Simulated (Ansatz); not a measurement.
**BSiH3 (SMILES B[SiH]): UMP2/STO-3G**

What is the energy change on altering one bond length of BSiH3 at UMP2/STO-3G? 

The results are computed with Ansatz 0.2.0.

43 further runs of the same task are left out: 43 set aside as unsound or not needed.

## 1. Starting point

BSiH3: 5 atoms, total charge 0, spin state triplet. SMILES: `B[SiH]`. The shape is that of a GFN2-xTB optimisation.

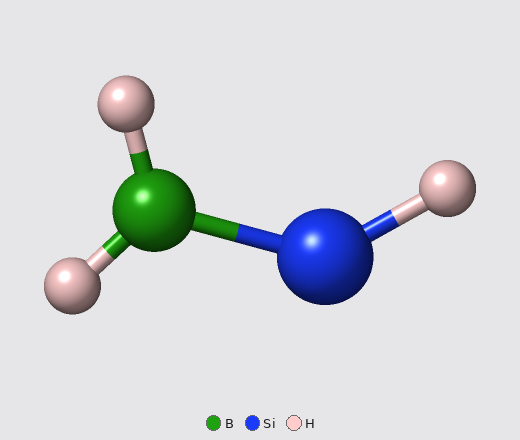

The structure, seen from a chosen angle (boron green, silicon blue, hydrogen pink).

## 2. The energy at UMP2/STO-3G

Contents of input.yaml:

```yaml
crystal:
  periodic: [false, false, false]
  atoms:
    - symbol: B
      position_ang: [-0.206730, -0.708170, 0.126670]
    - symbol: Si
      position_ang: [0.760780, 0.829450, -0.350440]
    - symbol: H
      position_ang: [-1.303690, -0.620750, 0.549520]
    - symbol: H
      position_ang: [0.263590, -1.779740, 0.010050]
    - symbol: H
      position_ang: [0.486040, 2.279200, -0.335800]
basis:
  gaussian:
    orbitals: STO-3G
magnetization:
  spin_polarized: true
  initial_magnetization: 2
correlation:
  method: mp2
  frozen_orbitals: {B: 1, H: 0, Si: 5}
accuracy: high
```

Command:

```bash
ansatz run input.yaml --threads 1 --pin off --max-ram 2610MiB --events-out events.jsonl --progress --plain --runs-dir runs
```

Output:

```text
Warning: RAYON_NUM_THREADS=1 ignored (pool sized by the plan → 1); use --threads N
Functional definition: HF
  name "HF"
  exchange = exact_x
  correlation = 0
287 factors; integrals over basis functions are off by at most 1.2e-8 eV
mean field evaluation 1: about -8477.8536 eV, gradient 8.2e0 eV
mean field evaluation 2: about -8477.8691 eV, gradient 8.1e0 eV
mean field evaluation 4: about -8478.8296 eV, gradient 1.2e0 eV
mean field evaluation 8: about -8478.9155 eV, gradient 6.9e-4 eV
mean field -8478.91470062 eV, -311.5943680329 hartree, gradient 2.3e-8 eV, S^2 2.003686; 0 other end points of the search recorded, 0 dependent functions left out
6 core orbitals not correlated: weight in the atoms' cores, before any rotation towards them, 0.999 or more for the frozen orbitals, at most 0.000 for the correlated occupied ones
reference -8478.91470062 eV, -311.5943680329 hartree; 6, 4 occupied and 5, 7 virtual orbitals, 287 factors
second order -1.58295046 eV of doubles, -0.00000000 eV of singles
Total energy: -8480.49765107 eV, -311.6525403892 hartree
```

It took 0.12 s on 1 thread of Arm Neoverse V1, shared host.

## 3. The distorted shape

Contents of in.yaml:

```yaml
crystal:
  periodic: [false, false, false]
  atoms:
    - {symbol: B, position_ang: [0.067506, -0.730025, 0.020959]}
    - {symbol: Si, position_ang: [1.035016, 0.807595, -0.456151]}
    - {symbol: H, position_ang: [-1.303690, -0.620750, 0.549520]}
    - {symbol: H, position_ang: [0.537826, -1.801595, -0.095661]}
    - {symbol: H, position_ang: [0.760276, 2.257345, -0.441511]}
basis:
  gaussian:
    orbitals: STO-3G
magnetization:
  spin_polarized: true
  initial_magnetization: 2
total_charge: 0
correlation:
  method: mp2
  frozen_orbitals: {B: 1, H: 0, Si: 5}
accuracy: high
```

Command:

```bash
ansatz run in.yaml --threads 1 --pin off --max-ram 2610MiB --events-out events.jsonl --progress --plain --runs-dir runs
```

Output:

```text
Warning: RAYON_NUM_THREADS=1 ignored (pool sized by the plan → 1); use --threads N
Functional definition: HF
  name "HF"
  exchange = exact_x
  correlation = 0
287 factors; integrals over basis functions are off by at most 1.1e-8 eV
mean field evaluation 1: about -8476.4927 eV, gradient 8.8e0 eV
mean field evaluation 2: about -8476.5053 eV, gradient 8.7e0 eV
mean field evaluation 4: about -8477.6867 eV, gradient 1.2e0 eV
mean field evaluation 8: about -8477.7710 eV, gradient 2.4e-4 eV
mean field -8477.76984219 eV, -311.5522952616 hartree, gradient 2.6e-8 eV, S^2 2.004386; 0 other end points of the search recorded, 0 dependent functions left out
6 core orbitals not correlated: weight in the atoms' cores, before any rotation towards them, 0.999 or more for the frozen orbitals, at most 0.000 for the correlated occupied ones
reference -8477.76984219 eV, -311.5522952616 hartree; 6, 4 occupied and 5, 7 virtual orbitals, 287 factors
second order -1.77771767 eV of doubles, -0.00000000 eV of singles
Total energy: -8479.54755986 eV, -311.6176251810 hartree
```

Wall time 0.12 s (1 thread of Arm Neoverse V1, shared host).

## 4. What came out

At UMP2/STO-3G, 6 core orbitals frozen:

| quantity | value |
| --- | --- |
| first shape: total energy | -311.65254 Eh |
| first shape: correlation energy (6 core orbitals frozen) | -58.2 mEh |
| first shape: ⟨S²⟩ of the reference determinant | 2.004 |
| distorted shape: total energy | -311.61763 Eh |
| distorted shape: correlation energy (6 core orbitals frozen) | -65.3 mEh |
| distorted shape: ⟨S²⟩ of the reference determinant | 2.004 |
| energy change with the B1–H3 bond stretched from 1.179 to 1.474 Å | 0.950 eV |

**Reading.** With the B1–H3 bond stretched from 1.179 to 1.474 Å the energy rises by 0.95 eV (21.9 kcal/mol). The first shape isn't relaxed at this level, so the change isn't measured from a minimum. The minimal basis adds a large error of its own.
